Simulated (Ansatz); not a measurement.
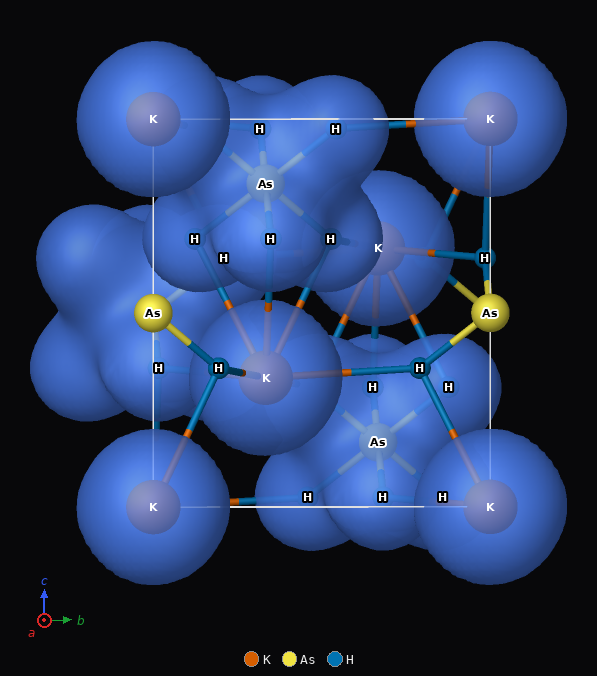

Figure. KAsH$_{6}$. Isosurface of the valence charge density (pseudo) at 0.1 e/Å³ (blue), seen along the a axis. Sticks mark near contacts.

Space group P-1; a structure from a database of computed crystals, not necessarily the ambient phase; started from the MgZrF6-225 prototype, which need not be the ambient phase; changed on purpose from its base cell (shaken).

These are results of Ansatz, DFT, PBEsol, plane waves, PAW, not measurements.

Which contacts does the surface bridge?

At this value the density breaks into separate islands; it holds about 90 % of the electrons treated as valence (semicore included). It bridges the sampled As–H (1.64 Å) contacts, where the density stays above the isovalue. It is pinched off along the sampled K–H (2.70 Å) contacts. On the grid the lowest density along these lines, outside the cores, is 0.82 e/Å³ (As–H, 1.64 Å) and 0.07 e/Å³ (K–H, 2.70 Å).
